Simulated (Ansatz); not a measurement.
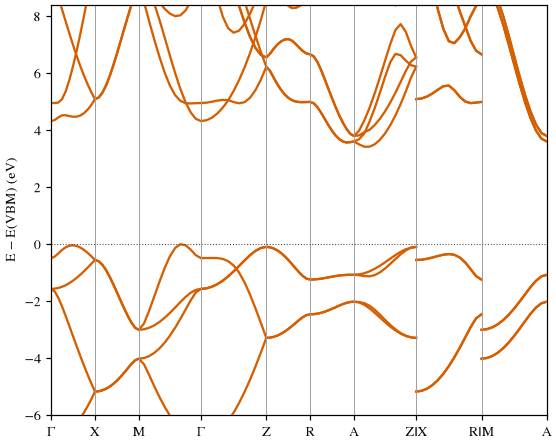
Figure. Band structure from the program Ansatz at the LDA level (PAW)

The gap is 3.40 eV; an edge lies off the plotted path or next to a special point (maximum off the standard path, minimum on the A–Z line, 20 % of the way from A).

The material is MgH2 (rutile, P4_2/mnm).

Symmetry was held in the LDA relaxation; phonons on a q-mesh show no instability.

Potentials: the later of the program's two PAW sets.
